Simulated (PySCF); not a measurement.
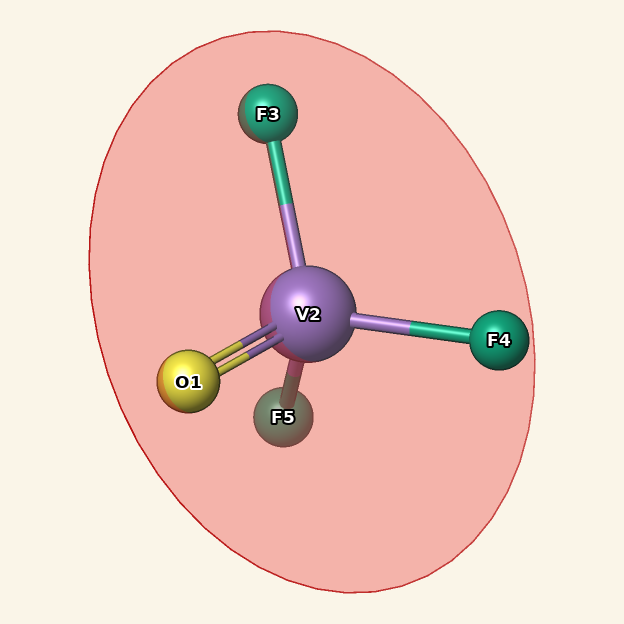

A disc through the centre of mass is drawn in. Distant atoms are faded towards the background colour. The species is neutral and a spin singlet. The computed structure is the end point of a PBE0-D3(BJ)/def2-TZVP optimisation. No frequency run is at hand to confirm it as a minimum.

Is the plane of the disc a mirror plane of the structure?

Yes. The reflection leaves O1, V2, F3 in place and moves F4 ↔ F5. The point group is C3v.
